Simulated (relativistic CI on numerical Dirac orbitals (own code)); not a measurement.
```
atom Ni  Z=28  charge=2  electrons=26
nucleus A=58  rms_radius_fm=3.7757
hamiltonian dirac-coulomb  breit=on  qed=on  c_scale=1
orbitals kli  potential=per-configuration
slater_scale 0.9
correlation none
mixing on
configurations
  [Ar] 3d8
  [He] 2s2 2p5 3s2 3p6 3d9
end
absorption L2,3 T=10 lorentz=0.4 gauss=0.3
crystal_field D3d 10Dq=11950 Dsigma=-170 Dtau=170
```

Multiplet model: relativistic Dirac–Coulomb–Breit theory, one configuration a step, Slater integrals scaled by 0.9, 10 K, Voigt broadening (Lorentzian 0.4 eV, Gaussian 0.3 eV full widths), computed with a radial Dirac CI code.

The L₂,₃ X-ray absorption spectrum that results, with the strongest transitions as sticks:

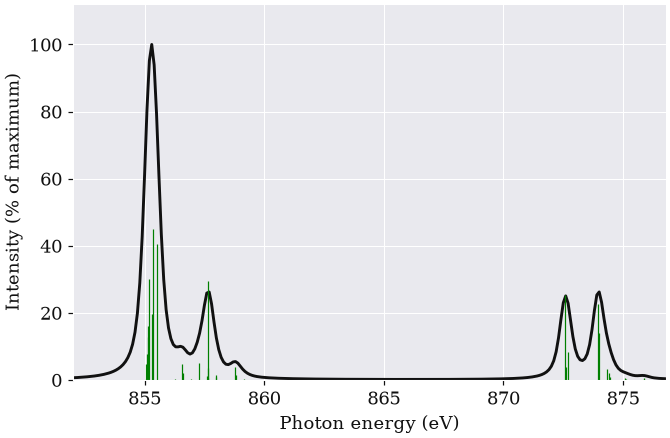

The main maxima lie at 855.3 eV (100), 857.7 eV (26), 872.6 eV (25) and 874.0 eV (26), heights in % of the largest; the centroid is at 860.4 eV. The lower edge holds 0.74 of the intensity (branching ratio, edges parted at 866 eV), and the core spin-orbit splitting of the orbitals is 18.1 eV. The ground state has S = 1.00.

Caveat: free-ion energies, so absolute edge positions are off by a few eV from solids.
